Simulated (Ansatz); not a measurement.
# K2LiScI6 (double perovskite (elpasolite)) (Fm-3m): a many-body input that goes wrong, and its mend

A first try at the G0W0 gap of K2LiScI6 (double perovskite (elpasolite)) (Fm-3m), what the program said, and an input that works.

Main program and level: Ansatz 0.2.0; G0W0 on PBE, plane waves, PAW.

The structure was built from a prototype and need not be the compound's stable phase.

**1. Set-up**

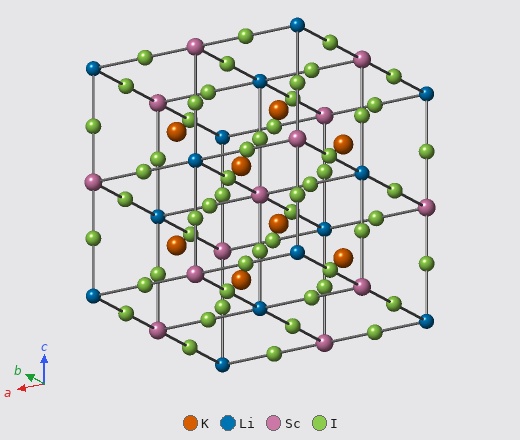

Start, viewed from a free direction; potassium orange, lithium blue, scandium pink, iodine green. This picture shows the conventional cell, with its axes. Some periodic images of atoms are drawn too.

The structure was relaxed with PBE. The structure type comes from a generator and need not be one that this composition takes. The runs that relaxed it are not among those shown. Spin-orbit coupling is left out unless a step names it. The default PAW set here is soft_2. Its files were made with PBE.

**2. First try**

File input.yaml:

```yaml
crystal:
  lattice:
    - [0.0, 5.8553772128, 5.8553772128]
    - [5.8553772128, 0.0, 5.8553772128]
    - [5.8553772128, 5.8553772128, 0.0]
  atoms:
    - { symbol: K, position: [0.25, 0.25, 0.25] }
    - { symbol: K, position: [0.75, 0.75, 0.75] }
    - { symbol: Li, position: [0.0, 0.0, 0.0] }
    - { symbol: Sc, position: [0.5, 0.5, 0.5] }
    - { symbol: I, position: [0.2533847642, 0.7466152358, 0.7466152358] }
    - { symbol: I, position: [0.2533847642, 0.7466152358, 0.2533847642] }
    - { symbol: I, position: [0.7466152358, 0.2533847642, 0.7466152358] }
    - { symbol: I, position: [0.7466152358, 0.2533847642, 0.2533847642] }
    - { symbol: I, position: [0.7466152358, 0.7466152358, 0.2533847642] }
    - { symbol: I, position: [0.2533847642, 0.2533847642, 0.7466152358] }
kpoints:
  mp_grid: { grid: [2, 2, 2] }
hamiltonian:
  xc: pbe
scf:
  occupations: { method: fixed }
gw:
  n_empty_bands: 423
  ecut_chi: 3000
  qp_bands: [v3, c3]
  qp_kpoints: band_edges
  screening: { model: contour_deformation }
  ecutfock_ratio: 1
```

The run is started by

```bash
> ansatz run input.yaml --threads 8 --pin off --max-ram 17510MiB --backend cpu --events-out ev --progress --plain --runs-dir out
```

Numbers of over 12 decimals in the logs are rounded to 6 here.

The program printed:

```text
Error: inconsistent input (gw.ecut_chi, gw.ecutfock_ratio, basis.ecutwfc): ecut_chi = 3000.000 eV exceeds the pair-density box cutoff, ecutfock_ratio times the 420.000 eV up to which the run holds plane waves, 420.000 eV; raise gw.ecutfock_ratio or lower gw.ecut_chi
```

Wall time 0.05 s (8 threads of Arm Neoverse V2, shared host); peak memory 0.081 GiB.

**Diagnosis.**

The program refused the input before any cycle.

The program's message: “Error: inconsistent input (gw.ecut_chi, gw.ecutfock_ratio, basis.ecutwfc): ecut_chi = 3000.000 eV exceeds the pair-density box cutoff, ecutfock_ratio times the 420.000 eV up to which the run holds pla …”

The fault: screening cutoff above the basis. The screening basis can't pass the cutoff that the input grants to pair densities.

**3. A better input**

G0W0 replaces the xc potential by the self-energy, built once from these orbitals. Only a window of levels is corrected, while the sums run over the empty bands that the input names.

input.yaml: that of step 2 with these lines changed.

```diff
@@ -23,4 +23,4 @@
 gw:
-  n_empty_bands: 423
-  ecut_chi: 3000
+  n_empty_bands: 557
+  ecut_chi: 72
   qp_bands: [v3, c3]
@@ -28,2 +28 @@
   screening: { model: contour_deformation }
-  ecutfock_ratio: 1
```

The program printed:

```text
[...]
Crystal: 10 atoms, lattice volume = 401.508 Å³
Basis set: ecut = 420 eV, 7799 PW (Γ)
Bands: 81, of which v1, the nominal top of the filled ones, is band 67 counted from 1 (66 counted from 0)
Symmetry: 48 space group operations
[...]
k-points: 3 of 8
[...]
SCF iter   1: F=—  HF=-50506.356970 eV  |F-HF|=—  |Δ(HF+E_count)|=         —  Δρ=7.38e-4  dr2=6.26e-3  ethr=1.77e-3  ⟨swp⟩=5.7  Hψ=818  notcnv=0  defer=33
[...]
SCF iter   7: F=-50506.355384 eV  HF=-50506.355384 eV  |F-HF|=5.86e-9  |Δ(HF+E_count)|=   7.77e-7  Δρ=3.05e-6  dr2=4.66e-8  ethr=7.46e-11  ⟨swp⟩=16.3  Hψ=1253  notcnv=0
SCF 1 converged in 7 iterations: F = -50506.355384 eV  dr2 = 4.66e-8
[...]
NSCF: frozen V_eff on 3 k-points
G₀W₀ screening: q 1/3
[... further progress lines ...]
[...]
SCF converged after 7 iterations
Free energy (F): -50506.355384 eV
[...]
0    65      3.7821   -17.7241     2.0411   -14.8254  0.7593     2.9032     2.9245  root
     0    66      3.7821   -17.7241     2.0411   -14.8254  0.7593     2.9032     2.9245  root
     0    67      3.7821   -17.7241     2.0411   -14.8254  0.7593     2.9032     2.9245  root
     0    68      5.8245    -9.3495    -6.1378   -16.7361  0.6942     7.1377     7.0732  root
     0    69      5.8245    -9.3495    -6.1378   -16.7361  0.6942     7.1377     7.0732  root
     0    70      5.8245    -9.3495    -6.1378   -16.7361  0.6942     7.1377     7.0732  root
     1    65      3.3919   -17.3274     2.1419   -14.2787  0.7541     2.4585     2.4852  root
     1    66      3.4116   -17.4211     2.0130   -14.5464  0.7587     2.5271     2.5498  root
[...]
2    67      3.7621   -17.6610     2.0386   -14.7635  0.7592     2.8816     2.9031  root
     2    68      5.8253    -9.3333    -6.2080   -16.8003  0.6929     7.1506     7.0843  root
     2    69      6.1926   -10.3142    -6.4743   -18.0752  0.6773     7.5596     7.4793  root
     2    70      6.1926   -10.3142    -6.4743   -18.0752  0.6773     7.5596     7.4793  root
[key lines of the parts left out:]
Fermi energy:    3.782114 eV
```

It took 45 s on 8 threads; peak memory 3.5 GiB.

Numbers from this step:

| Item | Value |
| --- | --- |
| bands summed | 624 |
| RPA ε∞ on this mesh (eigenvalues) | 4.288, 4.288, 4.288 |
| plane waves in the screening matrix | 537 |
| q-points in the mesh | 8 |
| G0W0 gap on the mesh | 4.149 eV |
| k of the valence top | 0, 0, 0 |
| k of the conduction bottom | 0, 0, 0 |
| starting gap on the mesh | 2.042 eV |
| Z at the valence top | 0.7593 |
| Z at the conduction bottom | 0.6942 |
| least direct G0W0 gap on the computed points | 4.149 eV |

The gap on the mesh goes from 2.04 eV to 4.15 eV, a correction of +2.11 eV. Between the two edge states, bare exchange in place of the xc potential would open the gap by 10.29 eV, and correlation takes back 8.18 eV.

**4. What came out**

```yaml
first_try: refused after 0.05 s
better_run: G0W0 gap on the mesh 4.15 eV (2×2×2 mesh, 557 empty bands, screening to 72 eV)
```

**Reading.** The second run differs in: empty bands, screening cutoff (eV) and ecutfock ratio. Bands and cutoff are finite, so the gap is not at the basis limit. The miss can reach some tenths of an eV and take either sign; the mesh is an error of its own. The 2×2×2 mesh is coarse for this cell (its supercell is 17 Å along the shortest edge). The RPA ε∞ on it, from the PBE start, is 4.29; such meshes misread the long-range screening, most where the gap is narrow. The many-body steps are scalar-relativistic: spin-orbit coupling is not in them.

[Paths, hosts, dates, memory and timing lines, banners, echoed tables and standing remarks are left out of the program output.]

[Logs are printed without paths, hosts, clocks, repeated set-up lines and the standing remarks that a program may print on its own settings, such as how far it seeks lower states.]

[Runs of the session that timed out or met a known fault of the program may be left out.]

[Cells called generated may have been cut or substituted from an entry of the Crystallography Open Database or the Materials Project.]

[Hosts, paths, dates, database ids (printed as entryN), source tags and the programs' standing remarks are cut or masked in the printed files.]
